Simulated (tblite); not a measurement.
**Geometry relaxation of C2H11FGe3O (part 1 of 4)**

System: C2H11FGe3O, SMILES CO[CH2][Ge]([F])([GeH3])[GeH3].
Method: GFN2-xTB geometry optimisation, gas phase (tblite 0.8.0).

It belongs to a series of runs on one base structure; here: CH2 inserted into a O-Ge bond.

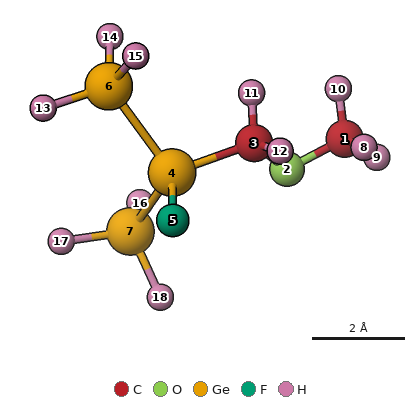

Fig. 1: The structure as given in the input (ball-and-stick view, seen at a tilt; atoms are numbered from 1 in the order of the input). Sticks mark near contacts. Bond lengths as drawn: C–Ge 1.92 Å, C–H 1.10 to 1.13 Å, C–O 1.35 to 1.42 Å, F–Ge 1.77 Å, Ge–Ge 2.38 to 2.40 Å and Ge–H 1.52 to 1.58 Å.

Key numbers

- outcome: converged
- total energy: −667.2757 eV
- hardware: 1 CPU thread, shared host
- wall time: 0.91 s
- peak memory: 0.18 GiB

Input
```
{"job": {"kind": "relax", "xc": "GFN2-xTB", "basis": "xTB"}, "charge": 0, "multiplicity": 1}
C      2.991200    -0.735600    -0.171700
O      1.605700    -1.028600    -0.127000
C      0.999600     0.166600     0.066900
Ge    -0.913600     0.172800     0.177400
F     -1.351000     0.375800     1.884800
Ge    -1.709100     2.134500    -0.946400
Ge    -1.986800    -1.808400    -0.595800
H      3.234600    -0.246300     0.819600
H      3.604600    -1.646000    -0.286100
H      3.196300     0.033300    -0.932800
H      1.292100     0.861800    -0.742000
H      1.392100     0.587100     1.030300
H     -3.241400     2.270300    -0.766800
H     -1.251900     2.171900    -2.426700
H     -1.078900     3.392900    -0.233000
H     -1.470800    -2.308700    -1.939200
H     -3.513600    -1.490900    -0.617900
H     -1.808100    -2.896200     0.530000
```

The first line tells a small driver script what to run in tblite; the rest is the geometry in Å.

Launch command:
```bash
OMP_NUM_THREADS=1 python <driver script> task.json out
```

The program's output
```
step      E/eV     max force
  0    -666.41509    1.919
  1    -666.58998    0.926
  2    -666.70381    0.644
  3    -666.75678    0.703
  4    -666.79815    0.518
  5    -666.83244    0.454
  6    -666.86430    0.568
  7    -666.90467    0.531
  8    -666.94074    0.386
  9    -666.96661    0.400
 10    -666.98666    0.380
 11    -667.00141    0.354
 12    -667.01487    0.284
 13    -667.02571    0.269
 14    -667.03209    0.195
 15    -667.03643    0.169
 16    -667.04048    0.161
 17    -667.04395    0.147
 18    -667.04637    0.127
 19    -667.04803    0.132
 20    -667.04962    0.124
 21    -667.05161    0.141
 22    -667.05380    0.160
 23    -667.05576    0.109
 24    -667.05750    0.136
 25    -667.05955    0.134
 26    -667.06239    0.159
 27    -667.06637    0.192
 28    -667.07154    0.176
 29    -667.07718    0.192
 30    -667.08184    0.173
 31    -667.08490    0.130
 32    -667.08711    0.108
 33    -667.08950    0.136
 34    -667.09307    0.228
 35    -667.09859    0.289
 36    -667.10577    0.273
 37    -667.11307    0.181
 38    -667.11969    0.195
 39    -667.12611    0.182
 40    -667.13376    0.271
 41    -667.14468    0.366
 42    -667.15318    0.418
 43    -667.16867    0.338
 44    -667.18071    0.262
 45    -667.19897    0.244
 46    -667.20592    0.223
 47    -667.21883    0.228
 48    -667.22686    0.240
 49    -667.23421    0.260
 50    -667.24035    0.188
 51    -667.24599    0.181
 52    -667.24974    0.138
 53    -667.25191    0.095
 54    -667.25351    0.087
 55    -667.25480    0.093
 56    -667.25621    0.107
 57    -667.25780    0.112
 58    -667.25938    0.091
 59    -667.26075    0.081
 60    -667.26192    0.085
 61    -667.26302    0.080
 62    -667.26405    0.082
 63    -667.26493    0.077
 64    -667.26572    0.060
 65    -667.26654    0.071
 66    -667.26739    0.063
 67    -667.26818    0.074
 68    -667.26875    0.050
 69    -667.26910    0.037
 70    -667.26933    0.040
 71    -667.26958    0.046
 72    -667.26993    0.057
 73    -667.27045    0.081
 74    -667.27107    0.083
 75    -667.27160    0.055
 76    -667.27194    0.034
 77    -667.27217    0.030
 78    -667.27243    0.037
 79    -667.27274    0.049
 80    -667.27307    0.046
 81    -667.27333    0.031
 82    -667.27348    0.025
 83    -667.27358    0.027
 84    -667.27369    0.031
 85    -667.27386    0.040
 86    -667.27408    0.040
 87    -667.27427    0.032
 88    -667.27436    0.022
 89    -667.27441    0.016
 90    -667.27445    0.019
 91    -667.27452    0.027
 92    -667.27461    0.026
 93    -667.27468    0.018
 94    -667.27473    0.015
 95    -667.27478    0.017
 96    -667.27484    0.026
 97    -667.27489    0.025
 98    -667.27494    0.016
 99    -667.27498    0.016
100    -667.27503    0.017
101    -667.27509    0.024
102    -667.27518    0.026
103    -667.27526    0.018
104    -667.27531    0.014
105    -667.27535    0.012
106    -667.27538    0.017
107    -667.27541    0.012
108    -667.27543    0.011
109    -667.27545    0.011
110    -667.27548    0.018
111    -667.27552    0.025
112    -667.27558    0.024
113    -667.27564    0.014
114    -667.27566    0.011
115    -667.27567    0.010
```

Trajectory as extended XYZ (Å, eV, eV/Å), 45 of the 116 frames kept, from step=0 to step=115
```
18
Properties=species:S:1:pos:R:3:forces:R:3 step=0 energy=-666.41509
C     2.9912   -0.7356   -0.1717    0.2790  -0.1230   1.1100
O     1.6057   -1.0286   -0.1270    1.2000  -1.1910  -0.6670
C     0.9996    0.1666    0.0669    0.3720   1.5860   1.0140
Ge   -0.9136    0.1728    0.1774   -1.2450  -0.2650  -0.7520
F    -1.3510    0.3758    1.8848    0.0630   0.0170   0.3620
Ge   -1.7091    2.1345   -0.9464    0.0820   0.7030   0.4340
Ge   -1.9868   -1.8084   -0.5958   -0.2640  -0.5880   0.8500
H     3.2346   -0.2463    0.8196    0.1870  -0.4870  -0.6770
H     3.6046   -1.6460   -0.2861   -0.4870   0.4230  -0.1320
H     3.1963    0.0333   -0.9328    0.0960  -0.4330  -0.1170
H     1.2921    0.8618   -0.7420   -0.0430   0.2390   0.0940
H     1.3921    0.5871    1.0303   -0.1700   0.2900  -0.3810
H    -3.2414    2.2703   -0.7668    0.5670   0.1150  -0.3460
H    -1.2519    2.1719   -2.4267   -0.3560   0.1130   0.4790
H    -1.0789    3.3929   -0.2330   -0.3970  -0.4690  -0.5400
H    -1.4708   -2.3087   -1.9392   -0.2800   0.0140   0.2840
H    -3.5136   -1.4909   -0.6179    0.5790  -0.3170  -0.2170
H    -1.8081   -2.8962    0.5300   -0.1820   0.3720  -0.7960
18
Properties=species:S:1:pos:R:3:forces:R:3 step=3 energy=-666.75678
C     3.0075   -0.7395   -0.1428    0.0170  -0.0010  -0.2970
O     1.6437   -1.0425   -0.1491   -0.3580   0.5760   0.1870
C     1.0114    0.2050    0.0936   -0.2170  -0.3080  -0.2260
Ge   -0.9716    0.1597    0.1360    0.1630   0.0240   0.0060
F    -1.3464    0.3761    1.9034    0.0520  -0.0330  -0.0760
Ge   -1.7061    2.1735   -0.9242   -0.0470  -0.1210  -0.0430
Ge   -2.0031   -1.8471   -0.5555   -0.0460  -0.0180  -0.2310
H     3.2569   -0.2688    0.8040    0.3620  -0.0190   0.3340
H     3.5860   -1.6342   -0.2945    0.1410  -0.3460  -0.0780
H     3.2069   -0.0014   -0.9337    0.2630  -0.1450  -0.0880
H     1.2912    0.8803   -0.7324   -0.0030   0.2070   0.1380
H     1.3915    0.6154    1.0287    0.0190   0.2540   0.1510
H    -3.2046    2.2813   -0.7919    0.1380   0.1900  -0.2370
H    -1.2784    2.1812   -2.3903   -0.2510   0.1200   0.3140
H    -1.1031    3.3692   -0.2664   -0.0330   0.2110  -0.0820
H    -1.4931   -2.3060   -1.9123   -0.2370   0.0170   0.3330
H    -3.4773   -1.5146   -0.6330    0.0900  -0.2500  -0.1430
H    -1.8201   -2.8811    0.4840   -0.0540  -0.3590   0.0390
18
Properties=species:S:1:pos:R:3:forces:R:3 step=5 energy=-666.83244
C     3.0157   -0.7427   -0.1459    0.0410  -0.0820   0.1220
O     1.6392   -1.0158   -0.1465    0.0000  -0.0270   0.1100
C     1.0030    0.2084    0.0931    0.0090   0.3870   0.1420
Ge   -0.9837    0.1558    0.1213    0.2660   0.0110   0.2380
F    -1.3410    0.3738    1.9046    0.0420  -0.0480  -0.2000
Ge   -1.7073    2.1798   -0.9168    0.0230  -0.2360   0.0970
Ge   -2.0115   -1.8625   -0.5524    0.1100   0.1600   0.0380
H     3.2893   -0.2810    0.8160    0.1720  -0.1470  -0.0990
H     3.5856   -1.6512   -0.3027   -0.0800  -0.1810  -0.0090
H     3.2295   -0.0236   -0.9412    0.2460   0.0500  -0.1320
H     1.2899    0.9018   -0.7191   -0.0610   0.1720   0.0750
H     1.3902    0.6423    1.0351   -0.1990   0.0210  -0.1430
H    -3.1830    2.2990   -0.8181   -0.2090   0.1890  -0.1500
H    -1.3053    2.1931   -2.3570   -0.0900   0.0900  -0.0840
H    -1.1143    3.3756   -0.2847    0.0690   0.3460   0.0520
H    -1.5171   -2.3050   -1.8818   -0.0400  -0.1230  -0.0940
H    -3.4595   -1.5409   -0.6491   -0.2720  -0.1570  -0.1220
H    -1.8285   -2.9005    0.4688   -0.0260  -0.4240   0.1590
18
Properties=species:S:1:pos:R:3:forces:R:3 step=8 energy=-666.94074
C     3.0365   -0.7579   -0.1449    0.0770  -0.0270  -0.0070
O     1.6378   -0.9694   -0.1252    0.3540  -0.0840  -0.0310
C     0.9992    0.2588    0.1037    0.3600   0.1370   0.0200
Ge   -0.9667    0.1487    0.1320   -0.0300  -0.0720   0.0440
F    -1.3266    0.3630    1.8813   -0.0090  -0.0180   0.1240
Ge   -1.7073    2.1696   -0.8837   -0.0960   0.3380   0.1060
Ge   -2.0116   -1.8735   -0.5271   -0.0590  -0.2210   0.2930
H     3.3654   -0.3229    0.8184   -0.0310  -0.1310  -0.2930
H     3.5657   -1.7012   -0.3149   -0.3430   0.0730   0.0720
H     3.2986   -0.0601   -0.9613   -0.0140  -0.1070   0.2070
H     1.2798    0.9648   -0.6908    0.0180   0.1550  -0.1410
H     1.3631    0.6945    1.0382   -0.0180   0.1140   0.2290
H    -3.1818    2.3561   -0.8809   -0.2210   0.0900   0.0340
H    -1.3585    2.2248   -2.3245    0.1170  -0.0080  -0.3120
H    -1.1257    3.4294   -0.3091   -0.0320  -0.0240   0.0070
H    -1.5569   -2.3251   -1.8561    0.1530  -0.1540  -0.2960
H    -3.4721   -1.6066   -0.6919   -0.1720  -0.0560   0.0230
H    -1.8477   -2.9867    0.4603   -0.0520  -0.0050  -0.0790
18
Properties=species:S:1:pos:R:3:forces:R:3 step=10 energy=-666.98666
C     3.0510   -0.7671   -0.1459    0.0240  -0.0120  -0.1120
O     1.6556   -0.9488   -0.1158   -0.0190   0.1970  -0.0180
C     1.0192    0.2902    0.1097    0.1350  -0.0950  -0.0430
Ge   -0.9577    0.1418    0.1401   -0.0110   0.0170  -0.1250
F    -1.3204    0.3565    1.8787   -0.0180  -0.0100   0.2580
Ge   -1.7148    2.1842   -0.8649   -0.1760   0.2450  -0.2310
Ge   -2.0157   -1.8922   -0.5023   -0.1380  -0.2440  -0.2050
H     3.4014   -0.3504    0.8034    0.0590   0.0300   0.0500
H     3.5355   -1.7241   -0.3165   -0.1380  -0.1510   0.0080
H     3.3320   -0.0827   -0.9594   -0.0070  -0.0030   0.0570
H     1.2769    1.0049   -0.6859    0.1080   0.0350  -0.0730
H     1.3492    0.7266    1.0541    0.1170   0.0900   0.2000
H    -3.1963    2.3899   -0.9082   -0.1010   0.0550   0.1100
H    -1.3763    2.2395   -2.3277    0.1120  -0.0370  -0.0590
H    -1.1322    3.4563   -0.3189   -0.0210  -0.0190   0.0480
H    -1.5665   -2.3442   -1.8604    0.0910  -0.0390   0.0300
H    -3.4896   -1.6423   -0.7103    0.0200  -0.0460   0.1150
H    -1.8602   -3.0314    0.4538   -0.0390  -0.0120  -0.0100
18
Properties=species:S:1:pos:R:3:forces:R:3 step=13 energy=-667.02571
C     3.0674   -0.7789   -0.1515   -0.0220  -0.0180   0.0750
O     1.6695   -0.9135   -0.1107   -0.1150   0.0410  -0.0060
C     1.0487    0.3234    0.1179   -0.1930   0.1680   0.0820
Ge   -0.9522    0.1399    0.1346   -0.0750   0.1050  -0.0180
F    -1.3157    0.3482    1.9037    0.0330  -0.0350  -0.0240
Ge   -1.7415    2.2208   -0.8756   -0.0320  -0.1110  -0.1310
Ge   -2.0327   -1.9335   -0.5039    0.0570   0.0630  -0.1460
H     3.4419   -0.3735    0.7940    0.0530  -0.0100   0.0750
H     3.4904   -1.7647   -0.3181   -0.0060  -0.0750  -0.0380
H     3.3645   -0.1003   -0.9568    0.0610   0.0140  -0.1100
H     1.2892    1.0432   -0.6862    0.1260  -0.0510   0.1210
H     1.3500    0.7624    1.0829    0.1080  -0.0420  -0.1450
H    -3.2256    2.4292   -0.9184   -0.0530   0.0640   0.0830
H    -1.3775    2.2490   -2.3402    0.0540   0.0090   0.0140
H    -1.1405    3.4807   -0.3208   -0.0350   0.0050   0.0240
H    -1.5621   -2.3691   -1.8634    0.0530  -0.0540   0.0460
H    -3.5060   -1.6811   -0.7118    0.0160  -0.0450   0.0960
H    -1.8767   -3.0760    0.4478   -0.0300  -0.0270   0.0010
18
Properties=species:S:1:pos:R:3:forces:R:3 step=16 energy=-667.04048
C     3.0684   -0.7829   -0.1495   -0.0670   0.0130  -0.0170
O     1.6630   -0.8963   -0.1094    0.0050  -0.0310   0.0170
C     1.0425    0.3446    0.1253    0.0490  -0.0480  -0.0350
Ge   -0.9601    0.1511    0.1308   -0.0400   0.0290   0.0320
F    -1.3108    0.3415    1.9103    0.0200  -0.0220  -0.1000
Ge   -1.7558    2.2256   -0.8928   -0.0120  -0.0030   0.0700
Ge   -2.0315   -1.9419   -0.5171    0.0910   0.0690   0.1140
H     3.4579   -0.3827    0.7972   -0.0400  -0.0710  -0.0520
H     3.4714   -1.7823   -0.3214   -0.0710   0.1040   0.0090
H     3.3786   -0.1080   -0.9625   -0.0150  -0.1050   0.0570
H     1.3086    1.0522   -0.6754    0.0320   0.0870   0.0250
H     1.3649    0.7714    1.0824    0.0350   0.0380   0.0230
H    -3.2422    2.4488   -0.9096    0.0080   0.0410   0.0200
H    -1.3687    2.2523   -2.3471    0.0130   0.0220  -0.0450
H    -1.1488    3.4846   -0.3190   -0.0680  -0.0870  -0.0340
H    -1.5512   -2.3850   -1.8634    0.0470  -0.0700  -0.0550
H    -3.5095   -1.6979   -0.6990    0.0200  -0.0300   0.0360
H    -1.8856   -3.0888    0.4437   -0.0090   0.0640  -0.0650
18
Properties=species:S:1:pos:R:3:forces:R:3 step=18 energy=-667.04637
C     3.0634   -0.7841   -0.1484   -0.0480  -0.0260  -0.0360
O     1.6586   -0.8909   -0.1076   -0.0250  -0.0010   0.0060
C     1.0405    0.3530    0.1274    0.1110  -0.0510  -0.0350
Ge   -0.9667    0.1593    0.1311    0.1000  -0.0070  -0.0200
F    -1.3067    0.3365    1.9046   -0.0120  -0.0010  -0.0200
Ge   -1.7627    2.2249   -0.8964   -0.0360   0.0320   0.0050
Ge   -2.0232   -1.9387   -0.5165    0.0370   0.0130   0.0040
H     3.4627   -0.3924    0.7961   -0.0600  -0.0290  -0.0100
H     3.4587   -1.7835   -0.3229   -0.0470   0.0000   0.0100
H     3.3847   -0.1190   -0.9629   -0.0470  -0.0310   0.0320
H     1.3203    1.0622   -0.6668   -0.0190   0.0760  -0.0230
H     1.3746    0.7775    1.0811   -0.0210   0.0280   0.0700
H    -3.2483    2.4613   -0.9042    0.0210   0.0180  -0.0050
H    -1.3645    2.2559   -2.3516   -0.0250   0.0130   0.0130
H    -1.1578    3.4803   -0.3208   -0.0330  -0.0500  -0.0110
H    -1.5433   -2.3973   -1.8655    0.0100  -0.0170   0.0260
H    -3.5086   -1.7082   -0.6904    0.0710  -0.0150   0.0140
H    -1.8902   -3.0905    0.4373    0.0250   0.0460  -0.0210
18
Properties=species:S:1:pos:R:3:forces:R:3 step=21 energy=-667.05161
C     3.0556   -0.7910   -0.1499    0.0180  -0.0480   0.0260
O     1.6529   -0.8844   -0.1058   -0.0280   0.0210  -0.0340
C     1.0524    0.3631    0.1283   -0.0550   0.1200   0.0490
Ge   -0.9571    0.1653    0.1276    0.0640   0.0050  -0.0470
F    -1.3045    0.3317    1.8982   -0.0140   0.0100   0.0060
Ge   -1.7742    2.2280   -0.8992    0.0060  -0.0570  -0.0300
Ge   -2.0114   -1.9367   -0.5160    0.0340   0.0010  -0.0530
H     3.4619   -0.4069    0.7934   -0.0520   0.0000   0.0330
H     3.4388   -1.7913   -0.3237    0.0050  -0.1210  -0.0140
H     3.3866   -0.1326   -0.9615   -0.0430   0.0410  -0.0450
H     1.3284    1.0831   -0.6612    0.0120  -0.0260   0.0120
H     1.3785    0.7880    1.0888   -0.0150  -0.0340  -0.0200
H    -3.2537    2.4781   -0.9030   -0.0300   0.0010  -0.0160
H    -1.3669    2.2623   -2.3530   -0.0460   0.0110   0.0270
H    -1.1698    3.4747   -0.3235    0.0220   0.0400   0.0340
H    -1.5362   -2.4117   -1.8628    0.0030   0.0100   0.0360
H    -3.4989   -1.7224   -0.6828    0.0560   0.0230  -0.0070
H    -1.8910   -3.0911    0.4297    0.0620   0.0040   0.0440
```
